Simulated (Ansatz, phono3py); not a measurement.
# Scattering channels in Ho (P6_3/mmc), one at a time, part 4 of 4

Wanted: the sensitivity of κ of Ho to the choices of the transport step.

Ansatz 0.2.0 and phono3py 4.10.0; DFT PBE, scalar-relativistic, plane waves, norm-conserving pseudopotentials, 4f in core (the session's first sound run).

So far, κ at 300 K (W/m/K): step 3 (relaxation-time solution) 7.79; step 15 (solver LBTE) 9.16; step 16 (solver RTA with coherences (SMM19)) 7.84; step 17 (delta function Gaussian, sigma 0.01 THz) 7.89; step 18 (delta function Gaussian, sigma 0.4 THz) 4.62.

## 19. Two-phonon phase space, third order supercell 3×3×2, supercell 3×3×2

Level of this step: DFT PBE, scalar-relativistic, plane waves, norm-conserving pseudopotentials, 4f in core; phono3py on Ansatz's force constants (phono3py).

The two-phonon density of states counts the channels open to a mode, without matrix elements.

The input, phono3py.yaml:

```yaml
phono3py:
  version: "4.10.0"
  frequency_unit_conversion_factor: 15.633302
  symmetry_tolerance: 1.00000e-05

physical_unit:
  atomic_mass: "AMU"
  length: "angstrom"

space_group:
  type: "P6_3/mmc"
  number: 194
  Hall_symbol: "-P 6c 2c"

primitive_matrix:
- [  1.000000000000000,  0.000000000000000,  0.000000000000000 ]
- [  0.000000000000000,  1.000000000000000,  0.000000000000000 ]
- [  0.000000000000000,  0.000000000000000,  1.000000000000000 ]

supercell_matrix:
- [   3,   0,   0 ]
- [   0,   3,   0 ]
- [   0,   0,   2 ]

# [primitive_cell block left out]
unit_cell:
  lattice:
  - [     3.588164475476983,    -0.000000000028868,     0.000000000000000 ] # a
  - [    -1.794082237713492,     3.107441588734367,     0.000000000000000 ] # b
  - [     0.000000000000000,     0.000000000000000,     5.567463881700000 ] # c
  points:
  - symbol: Ho # 1
    coordinates: [  0.333333333333333,  0.666666666666667,  0.250000000000000 ]
    mass: 164.930329
    reduced_to: 1
  - symbol: Ho # 2
    coordinates: [  0.666666666666667,  0.333333333333333,  0.750000000000000 ]
    mass: 164.930329
    reduced_to: 2

# [supercell block left out]
phonon_supercell_matrix:
- [   3,   0,   0 ]
- [   0,   3,   0 ]
- [   0,   0,   2 ]

# [phonon_primitive_cell block left out]
# [phonon_supercell block left out]
```

Run with:

```sh
> phono3py phono3py.yaml --mesh 23 23 13 --jdos --gp 0 --num-freq-points 80
```

Log:

```text
Rust backend (phonors) using rayon (8 threads).
Running in phono3py.load mode.
Spglib version 2.8.0
----------------------------- General settings -----------------------------
Run mode: jdos
HDF5 data compression filter: gzip
Crystal structure was read from "phono3py.yaml".
Supercell (dim): [3 3 2]
Phonon supercell (dim-fc2): [3 3 2]
Primitive matrix:
  [1. 0. 0.]
  [0. 1. 0.]
  [0. 0. 1.]
Spacegroup: P6_3/mmc (194)
Use -v option to watch primitive cell, unit cell, and supercell structures.
fc3 was read from "fc3.hdf5".
fc2 was read from "fc2.hdf5".
----------------------------- Force constants ------------------------------
Max drift of fc3: 0.00000300 (xxy) 0.00000300 (xxy) 0.00000300 (xyx)
Max drift of fc2: 0.00000900 (zz) 0.00000900 (zz)
--------------------------- Calculation settings ---------------------------
Non-analytical term correction (NAC): True
BZ integration: Tetrahedron-method
Cutoff frequency: 0.01
Number of frequency sampling points: 80
Mesh sampling: [ 23 23 13 ]
Generating grid system ... [ 23 23 13 ]
--------------------------------- Joint DOS ---------------------------------
Running harmonic phonon calculations...
======================= Grid point 0 (1/1) =======================
q-point: ( 0.00  0.00  0.00)
Number of triplets: 392
Frequency
  -0.001
   0.001
   0.004
   2.075
   2.075
   3.407
Tetrahedron method is used.
Calculations at 80 frequency points are divided into 8 batches.
1/8: [ 1  2  3  4  5  6  7  8  9 10]
2/8: [11 12 13 14 15 16 17 18 19 20]
3/8: [21 22 23 24 25 26 27 28 29 30]
4/8: [31 32 33 34 35 36 37 38 39 40]
5/8: [41 42 43 44 45 46 47 48 49 50]
6/8: [51 52 53 54 55 56 57 58 59 60]
7/8: [61 62 63 64 65 66 67 68 69 70]
8/8: [71 72 73 74 75 76 77 78 79 80]
JDOS is written into "jdos-m232313-g0.dat".
```

Elapsed: 0.59 s, on 8 threads of Intel Xeon at 2.70GHz, shared host; peak memory 0.08 GiB.

The joint density of states at Gamma has structure finer than the step of the table below, so its rows give means over 0.5 THz, whole bins alone (the curve runs from 0 to 6.89 THz). Peaks (THz: height): absorption class 0.09: 26.2, 0.79: 22.3; decay class 4.19: 15.6, 4.54: 17.4.

The joint density of states at Gamma by frequency; means over each step:

```csv
frequency (THz),absorption class (1/THz),decay class (1/THz)
0.5,20.5,0.0169
1.0,18.9,0.0897
1.5,7.62,0.223
2.0,1.21,0.461
2.5,0.412,1.11
3.0,0.0812,3.73
3.5,8.7e-4,6.83
4.0,0,11.4
4.5,0,15.2
5.0,0,13.5
5.5,0,11.2
6.0,0,7.58
6.5,0,1.13
```

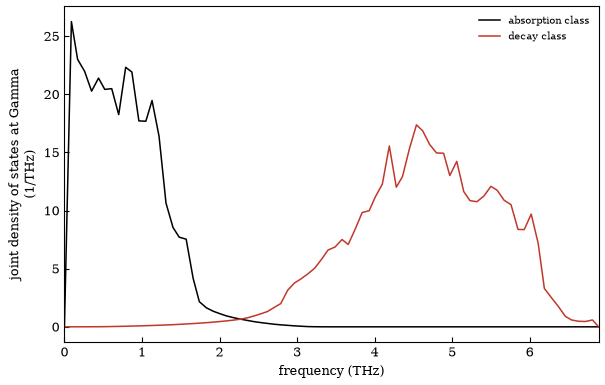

Joint density of states at Gamma against frequency.

## 20. A changed mass, third order supercell 3×3×2, supercell 3×3×2

Changing one mass at fixed force constants separates the effect of mass from that of bonding.

phono3py.yaml is that of step 19.

Run with:

```sh
> phono3py phono3py.yaml --mesh 19 19 11 --br --mass 82.465 82.465 --ts 100 300 600
```

Log:

```text
Rust backend (phonors) using rayon (8 threads).
Running in phono3py.load mode.
Spglib version 2.8.0
----------------------------- General settings -----------------------------
Run mode: conductivity-RTA
HDF5 data compression filter: gzip
Crystal structure was read from "phono3py.yaml".
Supercell (dim): [3 3 2]
Phonon supercell (dim-fc2): [3 3 2]
Primitive matrix:
  [1. 0. 0.]
  [0. 1. 0.]
  [0. 0. 1.]
Spacegroup: P6_3/mmc (194)
Use -v option to watch primitive cell, unit cell, and supercell structures.
fc3 was read from "fc3.hdf5".
fc2 was read from "fc2.hdf5".
----------------------------- Force constants ------------------------------
Max drift of fc3: 0.00000300 (xxy) 0.00000300 (xxy) 0.00000300 (xyx)
Max drift of fc2: 0.00000900 (zz) 0.00000900 (zz)
--------------------------- Calculation settings ---------------------------
Non-analytical term correction (NAC): True
BZ integration: Tetrahedron-method
Temperature:  100.0  300.0  600.0
Cutoff frequency: 0.01
Mesh sampling: [ 19 19 11 ]
Generating grid system ... [ 19 19 11 ]
fc3-r2q-transformation over three atoms: True
--------------------------- Phonon calculations ----------------------------
Running harmonic phonon calculations...
-------------------- Lattice thermal conductivity (RTA) --------------------
Running heat capacity calculations...
Running velocity calculations...
======================= Grid point 0 (1/240) =======================
q-point: ( 0.00  0.00  0.00)
Boundary mean free path (millimeter): 1000.000
Number of triplets: 240
Frequency     group velocity (x, y, z)     |gv|
  -0.002   (   0.000    0.000    0.000)    0.000
   0.002   (   0.000    0.000    0.000)    0.000
   0.005   (   0.000    0.000    0.000)    0.000
   2.935   (   0.000    0.000    0.000)    0.000
   2.935   (   0.000    0.000    0.000)    0.000
   4.819   (   0.000    0.000    0.000)    0.000
======================= Grid point 1 (2/240) =======================
q-point: ( 0.05  0.00  0.00)
Boundary mean free path (millimeter): 1000.000
Number of triplets: 600
Frequency     group velocity (x, y, z)     |gv|
   0.454   (  22.905   13.224    0.000)   26.449
   0.477   (  23.979   13.844    0.000)   27.688
   0.688   (  34.778   20.079    0.000)   40.158
   2.970   (   3.523    2.034    0.000)    4.069
   2.982   (   4.729    2.730    0.000)    5.461
   4.825   (   0.605    0.349    0.000)    0.699
[237 grid points left out]
======================= Grid point 2018 (240/240) =======================
q-point: ( 0.32  0.32  0.45)
Boundary mean free path (millimeter): 1000.000
Number of triplets: 1050
Frequency     group velocity (x, y, z)     |gv|
   1.979   (   0.225    0.389   -2.626)    2.664
   2.029   (  -2.262   -3.918   -8.554)    9.677
   3.917   (   2.937    5.086    2.481)    6.376
   3.972   (   3.246    5.623   -4.095)    7.676
   4.166   (  -1.605   -2.780    2.017)    3.791
   4.186   (  -2.428   -4.206   -0.193)    4.861
=================== End of collection of collisions ===================
----------- Thermal conductivity (W/m-k) with tetrahedron method -----------
#  T(K)        xx         yy         zz         yz         xz         xy
  100.0      26.696     26.696     37.815      0.000     -0.000      0.000
  300.0       9.592      9.592     13.689      0.000     -0.000      0.000
  600.0       4.834      4.834      6.903      0.000     -0.000      0.000

Thermal conductivity related properties were written into
"kappa-m191911.hdf5".
Summary of calculation was written in "phono3py.yaml".
```

The job ended after 13 s (8 threads; peak memory 0.07 GiB; 81 s of CPU time).

This step gave:

```
κ at 300 K            : 10.96 W/m/K
κ xx, yy, zz at 300 K : 9.592, 9.592, 13.69 W/m/K
```

W/m/K. Kappa, by row:

```csv
T (K),xx,yy,zz,yz,xz,xy
100,26.7,26.7,37.82,0,0,0
300,9.592,9.592,13.69,0,0,0
600,4.834,4.834,6.903,0,0,0
```

Without isotope scattering in either run, κ at 300 K goes from 7.79 to 11.0 W/(m K).

## 21. Mass disorder, third order supercell 3×3×2, supercell 3×3×2

A typed mass variance takes the place of the natural one on the sites of one element, as a model of more or less disorder.

phono3py.yaml is that of step 20.

Run with:

```sh
> phono3py phono3py.yaml --mesh 19 19 11 --br --isotope --mv 0.003 0.003 --ts 50 100 150 200 300 400 500 600 800 1000
```

Log:

```text
Rust backend (phonors) using rayon (8 threads).
Running in phono3py.load mode.
Spglib version 2.8.0
----------------------------- General settings -----------------------------
Run mode: conductivity-RTA
HDF5 data compression filter: gzip
Crystal structure was read from "phono3py.yaml".
Supercell (dim): [3 3 2]
Phonon supercell (dim-fc2): [3 3 2]
Primitive matrix:
  [1. 0. 0.]
  [0. 1. 0.]
  [0. 0. 1.]
Spacegroup: P6_3/mmc (194)
Use -v option to watch primitive cell, unit cell, and supercell structures.
fc3 was read from "fc3.hdf5".
fc2 was read from "fc2.hdf5".
----------------------------- Force constants ------------------------------
Max drift of fc3: 0.00000300 (xxy) 0.00000300 (xxy) 0.00000300 (xyx)
Max drift of fc2: 0.00000900 (zz) 0.00000900 (zz)
--------------------------- Calculation settings ---------------------------
Non-analytical term correction (NAC): True
BZ integration: Tetrahedron-method
Temperature:  50.0  100.0  150.0  200.0  300.0 ... 1000.0
Cutoff frequency: 0.01
Mesh sampling: [ 19 19 11 ]
Generating grid system ... [ 19 19 11 ]
fc3-r2q-transformation over three atoms: True
--------------------------- Phonon calculations ----------------------------
Running harmonic phonon calculations...
-------------------- Lattice thermal conductivity (RTA) --------------------
Running heat capacity calculations...
Running velocity calculations...
Running isotope scattering calculations with tetrahedron method...
======================= Grid point 0 (1/240) =======================
q-point: ( 0.00  0.00  0.00)
Boundary mean free path (millimeter): 1000.000
Mass variance parameters: 3.00e-03 3.00e-03
Number of triplets: 240
Frequency     group velocity (x, y, z)     |gv|
  -0.001   (   0.000    0.000    0.000)    0.000
   0.001   (   0.000    0.000    0.000)    0.000
   0.004   (   0.000    0.000    0.000)    0.000
   2.075   (   0.000    0.000    0.000)    0.000
   2.075   (   0.000    0.000    0.000)    0.000
   3.407   (   0.000    0.000    0.000)    0.000
======================= Grid point 1 (2/240) =======================
q-point: ( 0.05  0.00  0.00)
Boundary mean free path (millimeter): 1000.000
Mass variance parameters: 3.00e-03 3.00e-03
Number of triplets: 600
Frequency     group velocity (x, y, z)     |gv|
   0.321   (  16.196    9.351    0.000)   18.702
   0.338   (  16.955    9.789    0.000)   19.578
   0.486   (  24.592   14.198    0.000)   28.396
   2.100   (   2.491    1.438    0.000)    2.877
   2.108   (   3.344    1.931    0.000)    3.861
   3.412   (   0.428    0.247    0.000)    0.494
[237 grid points left out]
======================= Grid point 2018 (240/240) =======================
q-point: ( 0.32  0.32  0.45)
Boundary mean free path (millimeter): 1000.000
Mass variance parameters: 3.00e-03 3.00e-03
Number of triplets: 1050
Frequency     group velocity (x, y, z)     |gv|
   1.400   (   0.159    0.275   -1.857)    1.884
   1.435   (  -1.600   -2.770   -6.048)    6.842
   2.770   (   2.076    3.597    1.754)    4.508
   2.809   (   2.295    3.976   -2.896)    5.428
   2.946   (  -1.135   -1.966    1.427)    2.681
   2.960   (  -1.717   -2.974   -0.137)    3.437
=================== End of collection of collisions ===================
----------- Thermal conductivity (W/m-k) with tetrahedron method -----------
#  T(K)        xx         yy         zz         yz         xz         xy
   50.0       9.852      9.852     12.767     -0.000     -0.000      0.000
  100.0       6.037      6.037      8.764      0.000     -0.000      0.000
  150.0       4.776      4.776      7.131      0.000     -0.000      0.000
  200.0       4.056      4.056      6.117      0.000     -0.000      0.000
  300.0       3.205      3.205      4.854      0.000     -0.000      0.000
  400.0       2.692      2.692      4.069      0.000     -0.000      0.000
  500.0       2.337      2.337      3.522      0.000     -0.000      0.000
  600.0       2.072      2.072      3.113      0.000     -0.000      0.000
  800.0       1.700      1.700      2.538      0.000     -0.000      0.000
 1000.0       1.446      1.446      2.149      0.000     -0.000      0.000

Thermal conductivity related properties were written into
"kappa-m191911.hdf5".
Summary of calculation was written in "phono3py.yaml".
```

Wall time 17 s (8 threads); peak memory 0.07 GiB.

This step gave:

| Quantity | Value |
| --- | --- |
| κ at 300 K | 3.755 W/m/K |
| κ xx, yy, zz at 300 K | 3.205, 3.205, 4.854 W/m/K |

W/m/K. Kappa, by row:

```csv
T (K),xx,yy,zz,yz,xz,xy
50,9.852,9.852,12.77,0,0,0
100,6.037,6.037,8.764,0,0,0
150,4.776,4.776,7.131,0,0,0
200,4.056,4.056,6.117,0,0,0
300,3.205,3.205,4.854,0,0,0
400,2.692,2.692,4.069,0,0,0
500,2.337,2.337,3.522,0,0,0
600,2.072,2.072,3.113,0,0,0
800,1.7,1.7,2.538,0,0,0
1000,1.446,1.446,2.149,0,0,0
```

κ at 300 K goes from 7.79 in the base run to 3.75 W/(m K).

## 22. A faulty attempt, third order supercell 3×3×2, supercell 3×3×2

This input was changed on purpose, to see how the program answers.

phono3py.yaml is that of step 21.

Run with:

```sh
> phono3py phono3py.yaml --mesh 9 9 --br --ts 300
```

Log:

```text
Rust backend (phonors) using rayon (8 threads).
Running in phono3py.load mode.
Spglib version 2.8.0
Mesh numbers are incorrectly set.
Please check the setting tags and options.
```

Elapsed: 0.38 s, on 8 threads; peak memory 0.07 GiB.

The run ended with an error.

The fault put into the input: two mesh numbers.

## 23. Summary of results

```yaml
kappa_at_300_k_rta_natural_isotopes_mesh_19x19x11: 7.79 W/m/K
kappa_at_300_k_rta_pure_mesh_19x19x11: 7.79 W/m/K
kappa_at_300_k_lbte_mesh_19x19x11: 9.16 W/m/K
kappa_at_300_k_with_coherences_mesh_19x19x11: 7.84 W/m/K
```

In words: On these constants κ of Ho at 300 K is 7.79 W/(m K) in the base run, by relaxation time; smearing and coherences move that between 4.62 and 7.89. The full solution gives 9.16 W/(m K) (phono3py, mesh 19×19×11). On the same constants and mesh Ansatz's figure, which includes its coherence part, and phono3py's, which doesn't, differ by up to 2.5 %; with phono3py's own coherence part added, which is defined differently, the largest difference is 0.27 %. The last step of the mesh series (23x23x13 to 29x29x17) moves κ at 300 K by +0.1 %, while the coarsest mesh gives 164 % of the densest value. Normal processes make 62 % of the three-phonon scattering at 300 K, weighting modes by their heat capacity. A boundary length of 0.01 µm leaves 29 % of κ at 300 K. A boundary length of 1 µm leaves 96 % of κ at 300 K. Scaling the mass of Ho by 0.5 at fixed force constants, a model exercise, multiplies the isotope-free κ by 1.41. A mass variance of 0.003 on the Ho sites leaves 48 % of the base value. For this metal the figures are the lattice part alone, without phonon–electron scattering. The 4f electrons are frozen in the core as for a trivalent ion, so valence changes and magnetic order are left out.

[Logs are printed without paths, hosts, clocks, repeated set-up lines and the standing remarks that a program may print on its own settings, such as how far it seeks lower states.]

[Hosts, paths, dates, database ids (printed as entryN), source tags and the programs' standing remarks are cut or masked in the printed files.]

[A step with changed settings may run another functional than the one named; its input shows which.]

[Pressures of single members of a volume series are the stress at the run's cutoff; with an incomplete basis they can lie off −dE/dV of the same runs, and they are not shown converged.]
